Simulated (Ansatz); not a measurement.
# YCu2Pb2, from a guessed structure to a relaxed one, part 2 of 2

Starting from a made-up structure for YCu2Pb2, the aim is the relaxed cell, its shortest contacts and, where a second run follows, its electronic structure.

Ansatz 0.2.0; DFT, PBE, plane-wave PAW, files of the set soft_1, scalar-relativistic, ferromagnetic start, cell and ions relaxed at zero pressure; PAW set soft_1 (the session's first sound run).

So far: Starting point; Relaxation of the guess. The relaxed cell has a = 4.366, c = 11.944 Å (conventional setting).

## Step 3: Electronic structure of the relaxed cell

A second self-consistent run takes a narrower smearing and the mesh shown in its input; the bands follow along the standard path of the relaxed lattice.

This step: DFT, PBE, plane-wave PAW, files of the set soft_1, scalar-relativistic, no spin, bands and density of states at the relaxed cell; PAW set soft_1 (Ansatz 0.2.0).

Input file input.yaml:

```yaml
crystal:
  lattice:
    - [-2.1828212483, 2.1828212483, 5.9720292069]
    - [2.1828212483, -2.1828212483, 5.9720292069]
    - [2.1828212483, 2.1828212483, -5.9720292069]
  atoms:
    - { symbol: Pb, position: [0.3766299154, 0.3766299154, 0.0] }
    - { symbol: Pb, position: [0.6233700846, 0.6233700846, 0.0] }
    - { symbol: "Y", position: [0.0, 0.0, 0.0] }
    - { symbol: Cu, position: [0.25, 0.75, 0.5] }
    - { symbol: Cu, position: [0.75, 0.25, 0.5] }
kpoints:
  mp_grid: { grid: [10, 10, 10] }
  band_path:
    path:
      - [[0.0, 0.0, 0.0], [-0.5, 0.5, 0.0], [-0.5, 0.5, -0.06679785], [-0.28339893, 0.28339893, -0.28339893], [0.0, 0.0, 0.0], [0.5, 0.5, -0.5], [0.28339893, 0.71660107, -0.71660107], [0.0, 0.5, -0.5], [-0.25, 0.75, -0.25], [0.06679785, 0.93320215, -0.5], [0.5, 0.5, -0.5]]
      - [[-0.5, 0.5, 0.0], [-0.25, 0.75, -0.25]]
    npoints: 7
scf:
  occupations: { method: fermi_dirac, width: 0.03 }
  n_extra_bands: 9
hamiltonian:
  xc: pbe
  pseudopotentials: { kind: paw, azcp: { folder: soft_1 } }
output:
  forces: true
  stress: true
  write_bands: true
  dos: { projected: true }
  write_density: true
  write_potential: true
  elf: true
  volumetric_format: npy
```

On the command line:

```console
$ ansatz run input.yaml --threads 4 --pin off --max-ram 8192MiB --backend cpu --events-out ev --progress --plain --runs-dir out
```

Numbers of over 12 decimals in the logs are rounded to 6 here.

Log:

```text
[...]
Crystal: 5 atoms, lattice volume = 113.820 Å³
Basis set: ecut = 420 eV, 2227 PW (Γ), exchange–correlation on 90×90×90 points (8 copies of the dense FFT grid, shifted against one another)
Bands: 48, of which v1, the nominal top of the filled ones, is band 39 counted from 1 (38 counted from 0)
Symmetry: 16 space group operations
[...]
k-points: 102 of 1000
[...]
SCF iter   1: F=—  HF=-40918.965876 eV  |F-HF|=—  |Δ(HF+E_count)|=         —  Δρ=1.17e-1  dr2=1.86e1  ethr=3.10e-3  ⟨swp⟩=7.1  Hψ=19209  notcnv=0
[...]
SCF iter  10: F=-40916.784900 eV  HF=-40916.784900 eV  |F-HF|=1.24e-8  |Δ(HF+E_count)|=   1.19e-8  Δρ=4.41e-6  dr2=4.06e-8  ethr=1.30e-10  ⟨swp⟩=16.7  Hψ=35551  notcnv=0
SCF 1 converged in 10 iterations: F = -40916.784900 eV  dr2 = 4.06e-8
[...]
NSCF: frozen V_eff on 79 k-points
SCF converged after 10 iterations
Free energy (F): -40916.784900 eV
[...]
Internal energy: -40916.781504 eV  (E = F + TS)
E sigma→0 (E₀):  -40916.783202 eV
Entropy (-TS):   -0.003395 eV (-0.679 meV/atom)
Fermi energy:    12.255090 eV
[...]
--- Forces (eV/Å), atoms counted from 1 ---
  atom   1  Pb     0.00000000     0.00000000    -0.01409518
  atom   2  Pb     0.00000000     0.00000000     0.01409518
  atom   3  Y      0.00000000     0.00000000    -0.00000000
  atom   4  Cu    -0.00000000    -0.00000000     0.00000000
  atom   5  Cu    -0.00000000    -0.00000000     0.00000000
  max |Σ_I F_I| component: 1.04e-17 eV/Å
--- Stress (GPa, compression-positive) ---
        0.000401       0.000000       0.000000
        0.000000       0.000401       0.000000
        0.000000       0.000000      -0.079023
  P = ⅓ Tr σ = -0.0261 GPa (-0.261 kbar)
--- Band table (eV; the first three rows and the last of 102) ---
  k-point 0: bands = [... 35 lower, 11.1224, 11.1224, 11.9699, 13.4179, 13.4179, 14.0670, 14.1404, 14.3465, ... 5 higher]
  k-point 1: bands = [... 35 lower, 10.7903, 11.0518, 11.6501, 12.1622, 13.7917, 14.1257, 14.4285, 14.7429, ... 5 higher]
  k-point 2: bands = [... 35 lower, 10.4630, 10.7763, 11.1211, 11.2843, 14.0989, 14.1710, 14.3828, 14.8220, ... 5 higher]
  k-point 101: bands = [... 35 lower, 11.0716, 11.5628, 12.0010, 12.4228, 13.2592, 13.2592, 13.4010, 14.1361, ... 5 higher]
```

Elapsed: 11 s, on 4 threads of Arm Neoverse V2, shared host; peak memory 0.76 GiB.

In the SCF lines HF is the Harris–Foulkes energy and dr2 the Hartree energy of the density residual, in eV; the loop may stop once dr2 is under the threshold and the program's other checks hold. Hψ counts applications of the Hamiltonian.

This step gave:

```
free energy             : -40916.7849 eV
energy at zero smearing : -40916.7832 eV
smearing term TS        : 0.003395 eV
Fermi energy            : 12.26 eV
pressure                : -0.02607 GPa
```

From bands.tsv, the bands that come nearest the Fermi level along the path, at its corners, in eV from the Fermi level:

```
point  band 36  band 37  band 38  band 39  band 40  band 41  band 42  band 43
    Γ    -1.13    -1.13    -0.29     1.16     1.16     1.81     1.89     2.09
    X    -2.26    -2.08    -2.00    -1.94     0.80     1.55     2.59     2.61
    Y    -2.07    -2.03    -1.91    -1.80     0.70     1.64     2.31     2.79
    S    -1.88    -1.07    -0.76     0.90     1.65     1.74     2.20     2.26
    Γ    -1.13    -1.13    -0.29     1.16     1.16     1.81     1.89     2.09
    Z    -1.18    -0.69    -0.25     0.17     1.00     1.00     1.15     1.88
   S1    -1.88    -1.07    -0.76     0.90     1.65     1.74     2.20     2.26
    N    -2.50    -0.69    -0.06     0.00     1.64     1.75     1.77     2.37
    P    -2.17    -2.17    -1.98    -1.98     0.04     2.59     2.59     2.69
   Y1    -2.07    -2.03    -1.91    -1.80     0.70     1.64     2.31     2.79
    Z    -1.18    -0.69    -0.25     0.17     1.00     1.00     1.15     1.88
    X    -2.26    -2.08    -2.00    -1.94     0.80     1.55     2.59     2.61
    P    -2.17    -2.17    -1.98    -1.98     0.04     2.59     2.59     2.69
```

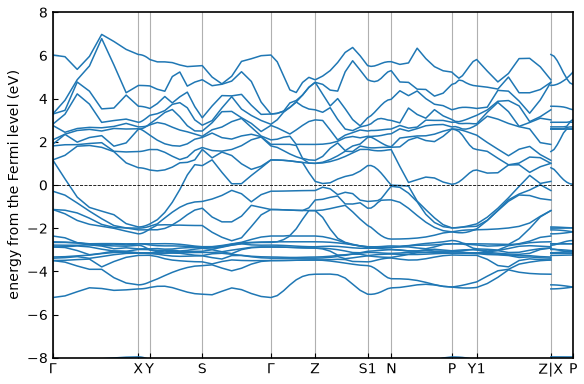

Bands along the path. 23 bands lie wholly below the window drawn.

States per cell as run, both spins, in windows of 1 eV, from dos.tsv (zero at the Fermi level):

```csv
from,to,total
-8,-7,0.01
-7,-6,0.00
-6,-5,0.04
-5,-4,2.96
-4,-3,10.57
-3,-2,9.87
-2,-1,3.36
-1,0,2.21
0,1,2.11
1,2,3.35
2,3,5.21
3,4,3.45
```

Below -8 eV lie 48.0 more states.

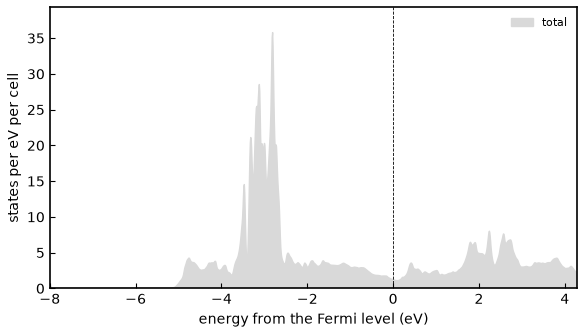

Total density of states, smoothed over about 0.04 eV.

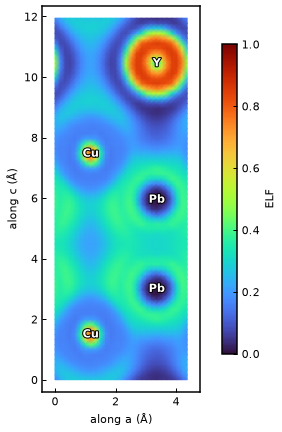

ELF in the ac plane of the conventional cell at fractional y = 0.000, with atoms of Pb and Y and Cu within 0.2 Å of it. It is the smooth field of the valence electrons, not physical close to the nuclei. The map starts off the cell's origin, so that atoms lie inside it.

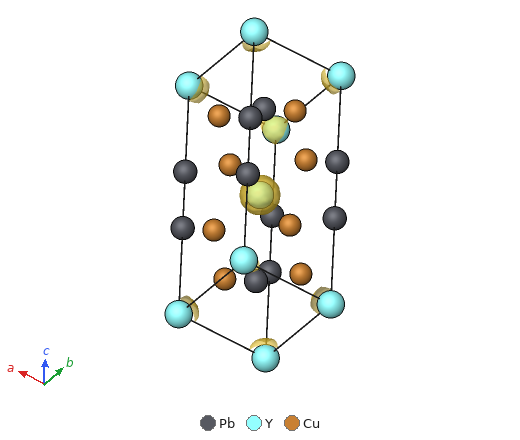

Surface of ELF = 0.78.

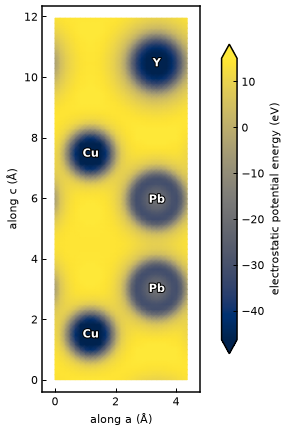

Electrostatic potential energy in the ac plane of the conventional cell at fractional y = 0.000, with atoms of Pb and Y and Cu within 0.2 Å of it. With pseudopotentials it is smooth inside the atoms' cores, unlike the true potential. The map starts off the cell's origin, so that atoms lie inside it.

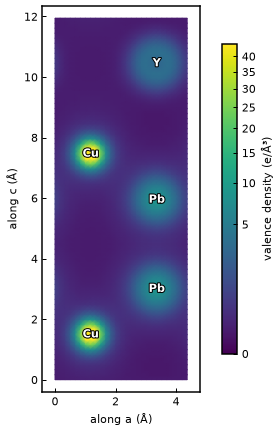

Valence density in the ac plane of the conventional cell at fractional y = 0.000, with atoms of Pb and Y and Cu within 0.2 Å of it. It is the smooth field of the valence electrons, not physical close to the nuclei. The map starts off the cell's origin, so that atoms lie inside it. The colour scale is stretched toward low values.

## Step 4: Outcome

* space group, relaxed: I4/mmm
* conventional cell: a = 4.366, b = 4.366, c = 11.944 Å; α = 90.0°, β = 90.0°, γ = 90.0°
* volume per atom: 22.76 Å³ (guess 22.53)
* total moment: 0.00 μB in the cell of 5 atoms

In words: YCu2Pb2 relaxes to I4/mmm with a = 4.366, b = 4.366 and c = 11.944 Å. The guessed volume was near the relaxed one. The space group I4/mmm was held in the relaxation, so the end point is a stationary structure within it and may be a saddle against distortions or other arrangements. The moments died out from this one start and weren't seeded again at the relaxed cell. Bands cross the Fermi level, so it is a metal or semimetal at this level. The electron count is odd, which forces that without spin polarisation or a larger cell. On the 10×10×10 mesh with the narrower smearing (relaxed on 9×9×9) the largest force component is 0.014 eV/Å and the largest stress component is 0.079 GPa, against the relaxation's thresholds of 0.015 eV/Å and 0.05 GPa. The cutoff wasn't tested. Spin-orbit coupling is left out, which can matter for elements this heavy. No dispersion term is used, so weakly bound directions may come out too long. Nothing here tests whether the compound is stable against decomposition.

[Logs are printed without paths, hosts, clocks, repeated set-up lines and the standing remarks that a program may print on its own settings, such as how far it seeks lower states.]

[Hosts, paths, dates, database ids (printed as entryN), source tags and the programs' standing remarks are cut or masked in the printed files.]
